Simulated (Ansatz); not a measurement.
BeSe, carrier doping

Base system: BeSe in the zinc blende structure (space group F-43m, No. 216; a = 5.178 Å).

Carriers are added at fixed cell with a uniform background; the Fermi–Dirac width is that of 300 K.

Calculations: PBE (Ansatz, a quantum-chemistry and plane-wave program, PAW, spin-orbit coupling left out).

Notes on the quantities. Fermi level from band edge: Fermi level relative to the doped band's edge (positive inside the band; to 0.05 eV).

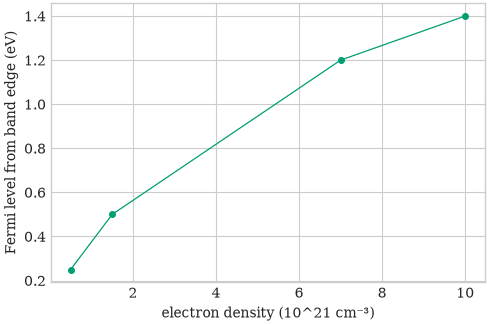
Fig. 1. Fermi level from band edge against electron density

```tsv
electron density (10^21 cm⁻³)	Fermi level from band edge
0.5	+0.25 eV
1.5	+0.50 eV
7	+1.20 eV
10	+1.40 eV
```

Charged cell with a jellium background: band edges are those of the host's band count, energies are not comparable with the neutral cell, and many-body gap narrowing is missing. Stability against distortions was not tested.
